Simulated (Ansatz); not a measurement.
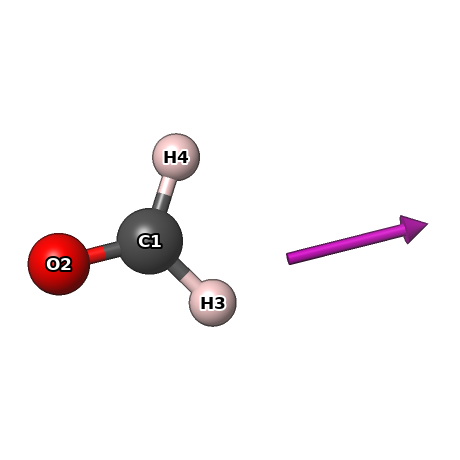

The arrow beside the molecule shows the direction of the dipole moment, from the negative to the positive end (its length means nothing). Computed geometry: PBE0-D4/def2-TZVP optimisation. No frequency run is at hand to confirm it as a minimum. Level of theory: RKS PBE0-D4/def2-TZVP (Ansatz 0.2.0).

Estimate the dipole moment.

2.31 D; it points from the side of O2 to the side of H3, H4 (the outermost atoms at the two ends).
